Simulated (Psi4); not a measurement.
**BH3O (BH2(OH)) at TPSS/pcseg-1 (sweep point 6)**

What is the vertical electron affinity of BH3O (BH2(OH)) at TPSS/pcseg-1 (sweep point 6)? 

Program for the calculation: Psi4 1.11.

## (1) The system as given

BH3O has 5 atoms, charge 0, and is taken as a singlet. As SMILES, `[H]B([H])O`. Geometry: relaxed at GFN2-xTB.

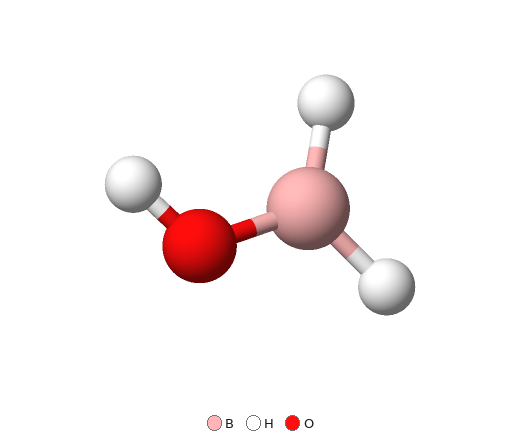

Viewed from a chosen angle; boron pink, hydrogen white, oxygen red.

## (2) The energy at TPSS/pcseg-1 (sweep point 6)

bh3o.py

```python
import psi4

psi4.set_memory('1600 MB')
psi4.set_num_threads(1)
psi4.core.set_output_file('psi4.out', False)

geom = psi4.geometry("""
B      0.51205909     0.57160436    -0.20503528
H      2.65232510     0.73706878    -0.74759455
H     -0.81808134     2.36472768    -0.15250090
O     -0.30126014    -1.73609139     0.32973831
H     -2.04506161    -1.93730943     0.77539242
units bohr
symmetry c1
""")

psi4.set_options({
    'basis': 'pcseg-1',
    'reference': 'rks',
    'puream': True,
    'scf_type': 'pk',
    'dft_radial_points': 99,
    'dft_spherical_points': 590,
})

E = psi4.energy('tpss', molecule=geom)
print(f'tpss energy: {E:.10f} Eh')
```

Command:

```console
python bh3o.py
```

psi4.out:

```text
[...]
  Running in c1 symmetry.
[...]
  Nuclear repulsion =   30.808510956533365
[...]
  Multiplicity = 1
[...]
  Nalpha       = 8
  Nbeta        = 8
[...]
    Number of basis functions: 43
[...]
   @RKS iter   1:  -101.70561603920561   -3.25209e-01   1.56867e-02 DIIS/ADIIS
[...]
   @RKS iter   8:  -101.90188757353425   -1.23869e-09   1.47644e-07 DIIS
[...]
    Orbital Energies [Eh]
    ---------------------
    Doubly Occupied:
       1A    -18.912519     2A     -6.606960     3A     -0.985826
       4A     -0.543573     5A     -0.417596     6A     -0.364959
       7A     -0.339396     8A     -0.274169
[...]
  @RKS Final Energy:  -101.90188757353425
   => Energetics <=
    Nuclear Repulsion Energy =             30.8085109565333646
    One-Electron Energy =                -199.0622902409555479
    Two-Electron Energy =                  80.1688095103451417
    DFT Exchange-Correlation Energy =     -13.8169177994572081
    Empirical Dispersion Energy =           0.0000000000000000
    VV10 Nonlocal Energy =                  0.0000000000000000
    Total Energy =                       -101.9018875735342533
[...]
 Multipole Moments:
 ------------------------------------------------------------------------------------
     Multipole            Electronic (a.u.)      Nuclear  (a.u.)        Total (a.u.)
 ------------------------------------------------------------------------------------
 L = 1.  Multiply by 2.5417464519 to convert [e a0] to [Debye]
 Dipole X            :         -0.2831484           -0.3836744           -0.6668228
 Dipole Y            :         -1.0404279            0.9515604           -0.0888675
 Dipole Z            :          0.2258152           -0.0525035            0.1733118
 Magnitude           :                                                    0.6946849
[...]
```

The script printed:

```text
tpss energy: -101.9018875735 Eh
```

Run time: 11 s. Hardware: 1 thread of Intel Xeon Platinum 8488C (Sapphire Rapids), shared host; peak memory 1.1 GiB.

## (3) The doublet anion at the same level

calc.py

```python
import psi4

psi4.set_memory('1600 MB')
psi4.set_num_threads(1)
psi4.core.set_output_file('bh3o.out', False)

geom = psi4.geometry("""
-1 2
B      0.51205909     0.57160436    -0.20503528
H      2.65232510     0.73706878    -0.74759455
H     -0.81808134     2.36472768    -0.15250090
O     -0.30126014    -1.73609139     0.32973831
H     -2.04506161    -1.93730943     0.77539242
units bohr
symmetry c1
""")

psi4.set_options({
    'reference': 'uks',
    'puream': True,
    'scf_type': 'pk',
    'dft_radial_points': 99,
    'dft_spherical_points': 590,
    'maxiter': 150,
})

E = psi4.energy('tpss/pcseg-1')
print(f'total energy {E:.8f} hartree = {E * 27.211386:.5f} eV')
```

Command:

```console
python calc.py
```

bh3o.out:

```text
[...]
  Running in c1 symmetry.
[...]
  Nuclear repulsion =   30.808510956533365
[...]
  Multiplicity = 2
[...]
  Nalpha       = 9
  Nbeta        = 8
[...]
    Number of basis functions: 43
[...]
   @UKS iter   1:  -101.40854274554638   -2.81357e-02   2.02425e-02 DIIS/ADIIS
[...]
   @UKS iter   9:  -101.82447048516529   -3.19976e-09   3.56294e-07 DIIS
[...]
   @S^2 Observed:                7.523367920E-01
[...]
    Orbital Energies [Eh]
    ---------------------
    Alpha Occupied:
       1A    -18.630381     2A     -6.303103     3A     -0.714055
       4A     -0.275420     5A     -0.149870     6A     -0.096762
       7A     -0.074793     8A     -0.009226     9A      0.190866
    Alpha Virtual:
      10A      0.223436    11A      0.327195    12A      0.347250
      13A      0.401491    14A      0.439544    15A      0.495988
      16A      0.530338    17A      0.730686    18A      0.804353
      19A      0.884220    20A      0.940818    21A      1.059819
      22A      1.081524    23A      1.285471    24A      1.537629
      25A      1.629719    26A      1.674424    27A      1.890916
[...]
  @UKS Final Energy:  -101.82447048516529
   => Energetics <=
    Nuclear Repulsion Energy =             30.8085109565333646
    One-Electron Energy =                -203.3874198263330584
    Two-Electron Energy =                  84.8107460114049729
    DFT Exchange-Correlation Energy =     -14.0563076267705611
    Empirical Dispersion Energy =           0.0000000000000000
    VV10 Nonlocal Energy =                  0.0000000000000000
    Total Energy =                       -101.8244704851652926
[...]
 Multipole Moments:
 ------------------------------------------------------------------------------------
     Multipole            Electronic (a.u.)      Nuclear  (a.u.)        Total (a.u.)
 ------------------------------------------------------------------------------------
 L = 1.  Multiply by 2.5417464519 to convert [e a0] to [Debye]
 Dipole X            :         -0.6812481           -0.3836744           -1.0649225
 Dipole Y            :         -2.2767055            0.9515604           -1.3251452
 Dipole Z            :          0.5003884           -0.0525035            0.4478850
 Magnitude           :                                                    1.7580303
[...]
```

Standard output:

```text
total energy -101.82447049 hartree = -2770.78497 eV
```

Run time: 18 s. Hardware: 1 thread of Intel Xeon Platinum 8488C (Sapphire Rapids), shared host; peak memory 1.1 GiB.

## (4) Outcome

Level: TPSS/pcseg-1 (sweep point 6).

| quantity | value |
| --- | --- |
| singlet BH3O: total energy | -101.90189 Eh |
| singlet BH3O: dipole moment | 1.77 D |
| singlet BH3O: HOMO energy | -7.46 eV |
| singlet BH3O: LUMO energy | -0.95 eV |
| singlet BH3O: HOMO–LUMO gap | 6.51 eV |
| doublet anion: total energy | -101.82447 Eh |
| doublet anion: HOMO energy (highest over α and β) | 5.19 eV |
| doublet anion: LUMO energy (lowest over α and β) | 6.08 eV |
| doublet anion: ⟨S²⟩ | 0.752 |
| vertical electron affinity (to the doublet anion) | -2.107 eV |

What this shows: The anion lies 2.11 eV (49 kcal/mol) above the neutral: the electron isn't bound at this level, and such a value depends on the basis. Without diffuse functions anions come out too high. The HOMO (doublet anion) lies at positive energy, 5.19 eV, as semi-local functionals often give for anions; only total energies tell whether the electron is bound.
